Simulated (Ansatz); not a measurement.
# Energy landscape of BaS3

5 relaxations of BaS3 ended in 5 distinct structures. Level of theory: r2SCAN (plane waves to 500 eV, PAW, scalar-relativistic; Ansatz, a quantum-chemistry and plane-wave program).

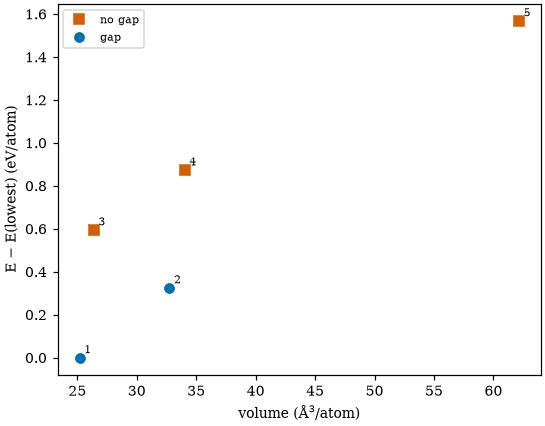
Figure: Energy against volume of the distinct structures, numbered as in the table

| # | space group | Pearson | type | E − E(lowest) (eV/atom) | V (Å³/atom) | gap (eV, no SOC) | coordination | runs ending here | spin order |
|---|---|---|---|---|---|---|---|---|---|
| 1 | P-42₁m | tP8 | – | 0.000 | 25.19 | 1.77 | – | 1 | non-magnetic |
| 2 | C2/m | mS16 | – | 0.325 | 32.74 | 0.31 | – | 1 | non-magnetic |
| 3 | P6₃/mmc | hP8 | AFLOW prototype A3B_hP8_194_h_c (D0_19, as in Ni3Sn) | 0.59 | 26.37 | 0.00 | – | 1 | non-magnetic |
| 4 | P4₂/nnm | tP8 | – | 0.87 | 34.03 | 0.00 | – | 1 | non-magnetic |
| 5 | Pm-3m | cP4 | ReO3 type | 1.57 | 62.15 | 0.00 | Ba 6 (octahedral), S 2 (linear) | 1 | ferromagnetic |

Coordination numbers (neighbours up to the widest gap in distance over summed covalent radii, below 1.35; n+m marks a second, longer set; metal–metal contacts left out). P-42₁m, tP8, non-magnetic is the lowest of the structures calculated here.

BaS3 is taken in the tetragonal space group P-42₁m (No. 113), Pearson symbol tP8. Lattice parameters: a = b = 6.924 Å, c = 4.204 Å, α = β = γ = 90.00°. Ba on 2a is surrounded by 8 S at 3.233–3.371 Å and 4 S at 3.571 Å. S1 on 4e has 1 S at 2.078 Å and 4 Ba at 3.233–3.371 Å. S2 on 2c has 2 S at 2.078 Å and 4 Ba at 3.571 Å. (Neighbours: up to the widest gap in distance over summed covalent radii, below 1.35, at either atom; cation-cation and far metal-metal contacts left out.)

Each run could gain symmetry but not lose that of its start, so entries can be saddle points. From databases, or of a type measured for this composition: P-42₁m, tP8, non-magnetic; the others are generated cells (placed on structure types, drawn at random, substituted or restacked) that were not matched to a known phase here. Each structure is listed in the lowest spin state found for it. Energies are at zero temperature and pressure, without zero-point motion. Spin states reached: non-magnetic, ferromagnetic; non-magnetic ones ran without spin or lost their moments; spin orders were not searched systematically.
